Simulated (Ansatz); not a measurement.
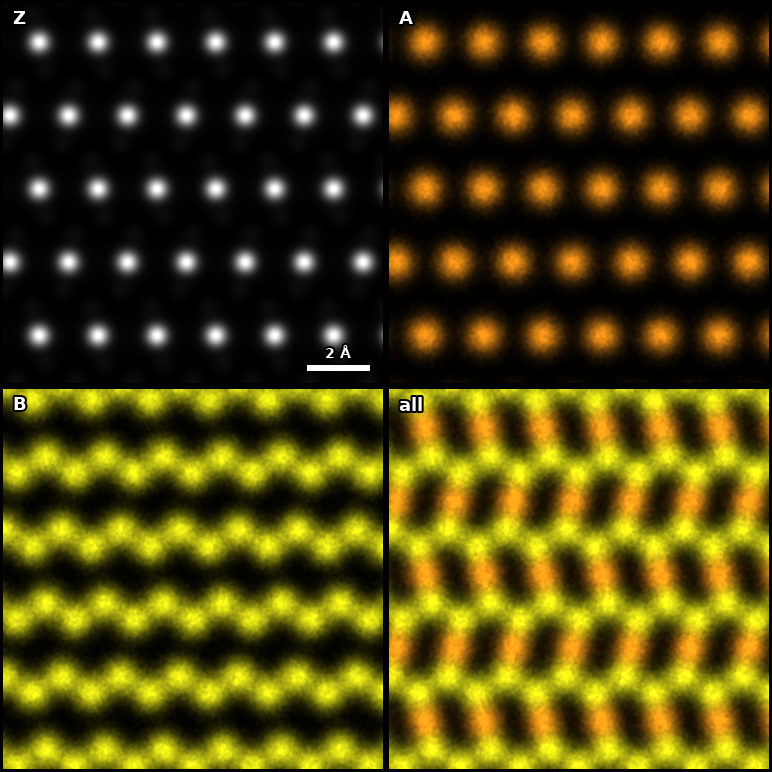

SnO2 (P4_2/mnm, No. 136) along [102]. Panel Z: Simulated incoherent Z contrast: every atom adds Z^1.7 spread by a probe of 0.54 Å full width; channelling and multiple scattering are left out. The probe carries 25 % of its weight in a tail 2.5 times as wide. The other panels are simulated element maps (the number of atoms of one element along the beam, blurred by 0.9 Å, with counting noise; each on its own scale, no channelling); the last overlays them. Structure: the end point of a relaxation with DFT PBE+D3(BJ), scalar-relativistic, plane waves, PAW in Ansatz.

```cif
data_structure
_symmetry_space_group_name_H-M 'P4_2/mnm'
_symmetry_Int_Tables_number 136
_cell_length_a 4.7934
_cell_length_b 4.7934
_cell_length_c 3.2302
_cell_angle_alpha 90.000
_cell_angle_beta 90.000
_cell_angle_gamma 90.000
_cell_volume 74.22
loop_
_atom_site_label
_atom_site_type_symbol
_atom_site_symmetry_multiplicity
_atom_site_Wyckoff_symbol
_atom_site_fract_x
_atom_site_fract_y
_atom_site_fract_z
_atom_site_occupancy
Sn1 Sn 2 a 0.50000 0.50000 0.50000 1
O1 O 4 f 0.19380 0.80620 0.50000 1
```

Which element does each lettered map show?

Answer. A: Sn, B: O. The projected cell (1.92 × 4.79 Å, 90°) holds 6 columns: 4 of O and 2 of Sn. No column is shared by two of the mapped elements.
